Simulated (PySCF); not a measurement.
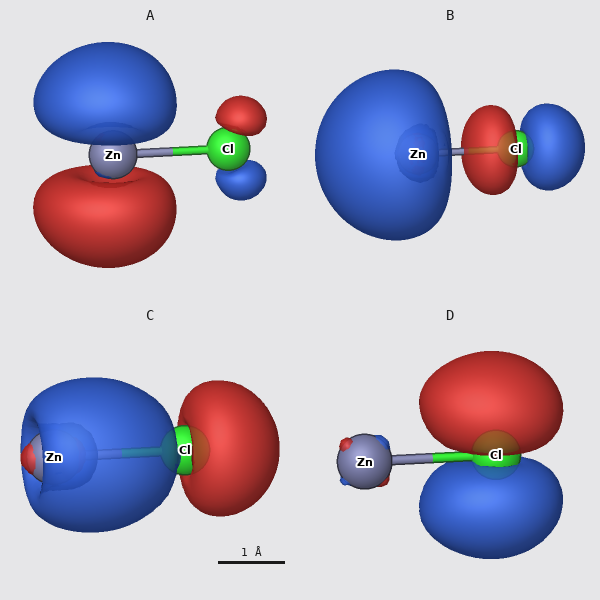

Figure. ZnCl (charge +1). Four frontier orbitals, each drawn at the value that holds 80 % of its norm (blue and red are the two phases), in no order; of a degenerate pair one member is drawn.

Method: PBE0/x2c-SVPall, spin-free X2C-1e, Gaussian nucleus, at a bond length of 2.075 Å (PySCF 2.14.0).

**Label each orbital by symmetry, say whether it is occupied, and order them by energy.**

Orbital C: σ, occupied, −17.06 eV; shared between the atoms (Zn 35 %, Cl 65 %).
Orbital D: π, occupied, −14.98 eV; mainly on Cl (90 %).
Orbital B: σ, empty, −11.22 eV; mainly on Zn (80 %).
Orbital A: π, empty, −5.91 eV; mainly on Zn (90 %).
